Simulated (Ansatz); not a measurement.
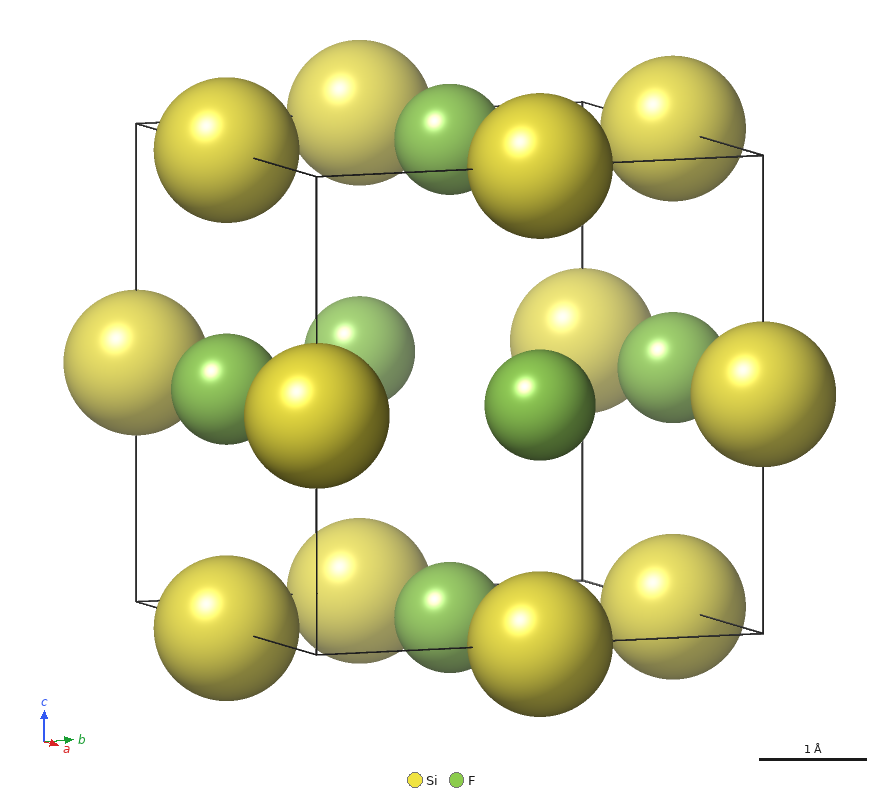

A spheres-only picture of a crystal structure, seen slightly off an axis. The parallelepiped is the simulation cell.

Here is the input:
```yaml
crystal:
  lattice:
    - [4.5152050764, 0.0, 0.0]
    - [0.0, 4.5152050764, 0.0]
    - [0.0, 0.0, 4.5152050764]
  atoms:
    - { symbol: Si, position: [0.5, 0.0, 0.0] }
    - { symbol: Si, position: [0.0, 0.5, 0.0] }
    - { symbol: Si, position: [0.0, 0.0, 0.5] }
    - { symbol: F, position: [0.0, 0.5, 0.5] }
    - { symbol: F, position: [0.5, 0.0, 0.5] }
    - { symbol: F, position: [0.5, 0.5, 0.0] }
basis:
  ecutwfc: 420
kpoints:
  mp_grid: { grid: [8, 8, 8] }
  band_path:
    path:
      - [[0.0, 0.0, 0.0], [0.0, 0.5, 0.0], [0.5, 0.5, 0.0], [0.0, 0.0, 0.0], [0.5, 0.5, 0.5], [0.0, 0.5, 0.0]]
      - [[0.5, 0.5, 0.5], [0.5, 0.5, 0.0]]
    npoints: 14
hamiltonian:
  xc: pbe
scf:
  occupations: { method: gaussian, width: 0.1 }
  n_extra_bands: 15
output:
  forces: true
  stress: true
  eigenvalues: true
  populations: true
  dos: { projected: true, de: 0.02, nscf_kmesh: { grid: [10, 10, 10] } }
  bader: true
  write_density: true
  write_potential: true
  elf: true
  volumetric_format: npy
```
Run as:
```sh
ansatz run input.yaml --threads 1 --pin off --max-ram 2048MiB --backend cpu --events-out ev --progress --plain --runs-dir out
```

Method used: DFT PBE, scalar-relativistic, plane waves, PAW (Ansatz). It ran with 420 eV cutoff, 8×8×8 k-mesh, Gaussian smearing of 0.1 eV, no spin polarisation.

List the Bader charges.

Answer. Si +0.83 e; F -0.83 e.

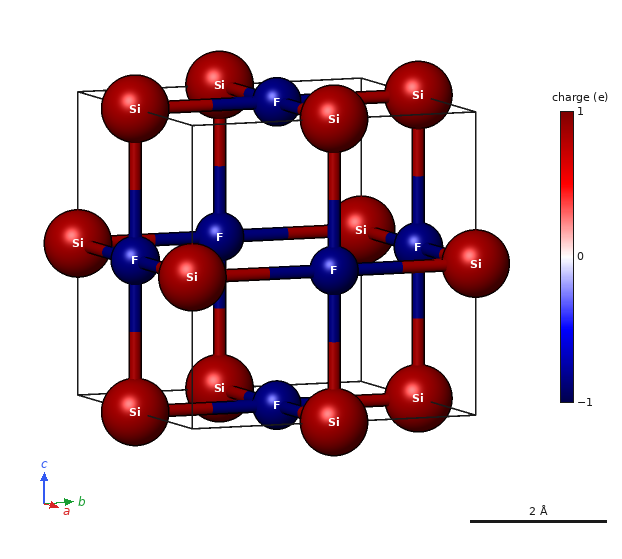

The atoms coloured by those charges.

Starting structure: a random cell made by a generator, so it need not be a real form of the compound. Earlier steps of the study may have refined or changed the cell and positions. Ansatz was used for an electronic-structure calculation on it.
